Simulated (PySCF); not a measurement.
**C$_{3}$H$_{5}$FSi: single-point calculation**

- system: C$_{3}$H$_{5}$FSi, SMILES FC1=C([SiH3])C1
- method: CCSD(T)/3-21G, RHF (PySCF 2.14.0)

The geometry comes from this level: GFN2-xTB.

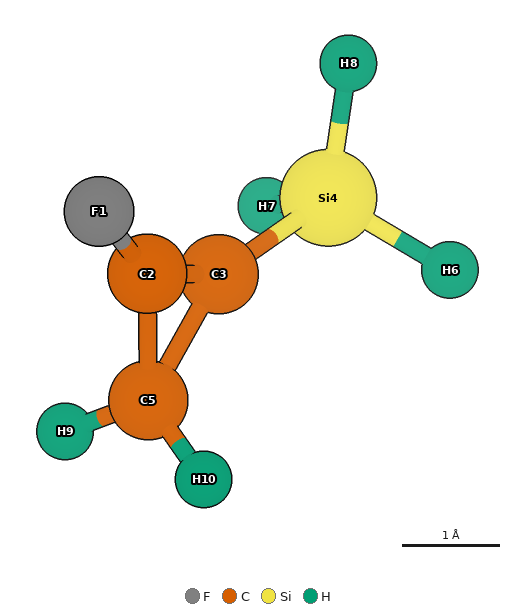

Fig. 1: The structure as given in the input (ball-and-stick view, seen at a tilt; atoms are numbered from 1 in the order of the input).

Key numbers

```csv
quantity,value
outcome,converged
total energy,−502.532122 hartree
SCF energy,−502.038604 hartree
correlation energy,−0.493518 hartree
(T) correction,−0.014582 hartree
basis functions,59
T1 diagnostic,0.012
HOMO of the SCF reference,−9.82 eV
LUMO of the SCF reference,3.90 eV
hardware,"1 thread of Arm Neoverse V2, 24 GiB of memory available, shared host"
wall time,5.7 s
peak memory,0.18 GiB
```

The input (calc.py)
```python
from pyscf import gto, scf, cc

system = gto.M(
    atom='''
F      1.392790    -1.852490     1.440410
C      0.987680    -0.766100     0.810300
C      0.090070    -0.146110     0.103340
Si    -1.536450    -0.032620    -0.787500
C      1.381480     0.613750     0.482370
H     -2.307890     1.051220    -0.176990
H     -1.259320     0.267260    -2.193210
H     -2.220420    -1.316400    -0.644250
H      2.132410     0.796730    -0.278490
H      1.339670     1.384760     1.244020
''',
    spin=0,
    max_memory=1860,
    verbose=3,
    basis='3-21g',
    charge=0,
)

hf = scf.RHF(system)
hf.conv_tol = 1e-10
hf.kernel()
if not hf.converged:
    hf = hf.newton().run(hf.mo_coeff, hf.mo_occ)

mycc = cc.CCSD(hf, frozen=9)
mycc.kernel()
e_t = mycc.ccsd_t()
e_final = mycc.e_tot + e_t
print(f'total energy: {e_final:.8f} hartree')
```

Launched with:
```bash
OMP_NUM_THREADS=1 python calc.py
```

What the program printed
```
converged SCF energy = -502.038604198928
E(CCSD) = -502.5175398625507  E_corr = -0.4789356636228593
CCSD(T) correction = -0.0145822071302175
total energy: -502.53212207 hartree
```

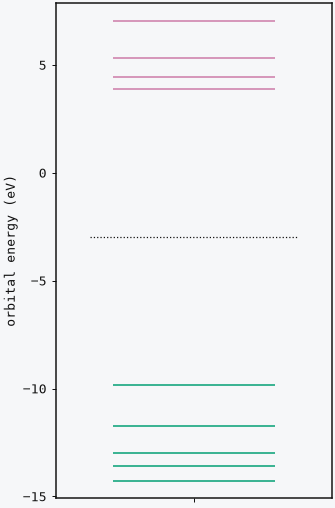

Fig. 2: Orbital energies near the frontier (SCF reference); the dotted line parts filled from empty levels, and levels within 0.02 eV of each other stand side by side. Highest filled −9.82 eV, lowest empty 3.90 eV, 13.72 eV apart.
